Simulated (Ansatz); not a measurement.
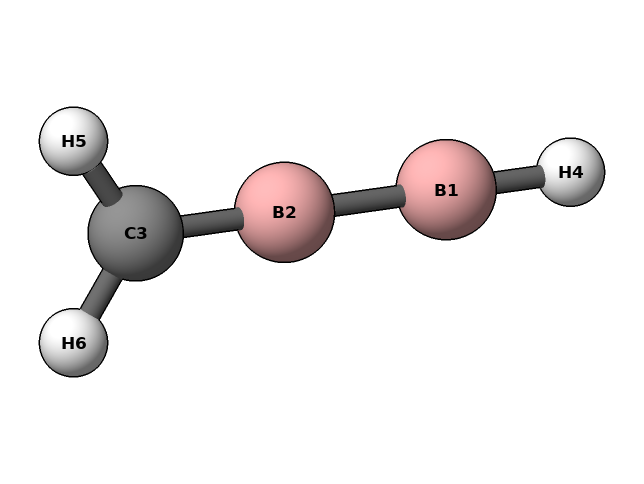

The questions are on Mulliken charges. State: neutral, doublet. The computed structure is the end point of a PBE0-D4/def2-TZVP optimisation. No frequency run is at hand to confirm it as a minimum. Properties computed with UKS PBE0-D4/def2-TZVP (Ansatz 0.2.0).

Question: Which atom carries the highest charge (most positive or least negative)?

Answer: H5, H6 (0.15 e).

Question: And the lowest?

Answer: C3 (−0.25 e).

Give the Mulliken charges atom by atom.

```tsv
atom	value (e)
B1	−0.01
B2	−0.15
C3	−0.25
H4	0.10
H5	0.15
H6	0.15
```

Mulliken values depend strongly on the basis set and can even reverse the polarity of a bond.
